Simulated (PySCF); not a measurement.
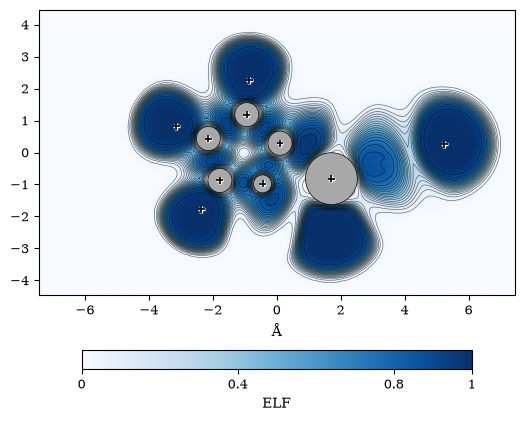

The ELF on a plane through atoms (crosses mark nuclei in the plane; grey discs cover the cores).

Method: PBE0/pcSseg-1, SCF density, gas phase, non-relativistic (PySCF).

Candidates:
A. C₄H₁₀Al₂N₂S
B. C₄H₆AlBO₂ (SMILES B[O][AlH][c]1ccco1)
C. C₅H₁₇BOSi (SMILES C[O+]([SiH3])[BH2-]C(C)(C)C)

Q: Which candidate gave the map?

A: Candidate B: C₄H₆AlBO₂ on the plane of atoms C5, C4 and O8, which holds Al, C, O and H. C–O (1.34 Å): the ELF peaks at about 0.90 between the atoms: a shared but strongly polarised pair. C–C (1.36 Å): the ELF peaks at about 0.95 between the atoms (a covalent bond).
